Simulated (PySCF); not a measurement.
C$_{4}$F$_{8}$, SMILES `FC1(F)C(F)(F)C(F)(F)C1(F)F`.

Method: ωB97X/cc-pVDZ; geometry: GFN2-xTB; program: PySCF. No frequency check shows the geometry to be a minimum. Without diffuse functions Rydberg states are missing, so the states' numbers hold for this basis only.

Geometry (Å), atoms numbered from 1:

```
F1      -1.2426   -1.2425    1.2159
C2      -0.7825   -0.7825    0.0493
F3      -1.4189   -1.4186   -0.9339
C4       0.7825   -0.7825   -0.0493
F5       1.4189   -1.4186    0.9339
F6       1.2426   -1.2425   -1.2159
C7       0.7825    0.7825    0.0493
F8       1.4189    1.4186   -0.9339
F9       1.2426    1.2425    1.2159
C10     -0.7825    0.7825   -0.0493
F11     -1.2426    1.2425   -1.2159
F12     -1.4189    1.4186    0.9339
```

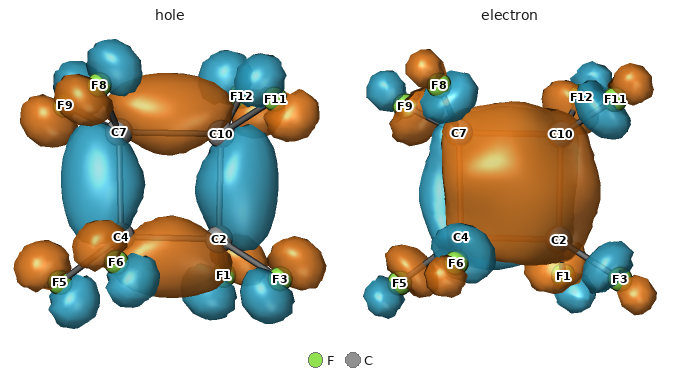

Leading natural transition orbital pair of S₁ (TDA singlet states); the surfaces enclose about 78 % of each orbital's density.

Give its energy and the atoms that hole and electron lie on.

6.85 eV (181 nm), f = 0.000 (dark); the leading pair carries 99 %; hole on C2, C4, C7 and C10 (13 % each) and F1, F3, F5, F6, F8, F9, F11 and F12 (6 % each), electron on C2, C4, C7 and C10 (14 % each) and F1, F6, F9 and F11 (6 % each); their centroids lie 0.0 Å apart. In canonical orbitals it is mainly HOMO → LUMO (98 %). The HOMO–LUMO gap is 13.13 eV.
